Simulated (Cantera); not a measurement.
A closed system holds: 1 mol CuF2, 1.4 mol N2, at 0.00450 bar.

Equilibrium computed with Cantera from the NASA thermochemical tables; the gas is ideal and each condensed phase is pure. Candidate condensed phases: Cu, CuF2; 11 gas species. Rates play no part.

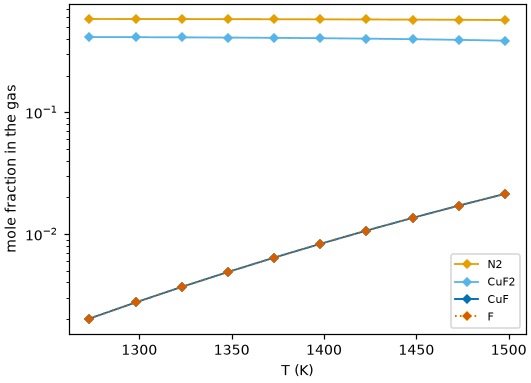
Figure. Equilibrium gas composition (values under 1e-9 drawn at 1e-9)

From 1273 K to 1498 K nothing is condensed. The main Cu-bearing gas is CuF2 throughout.
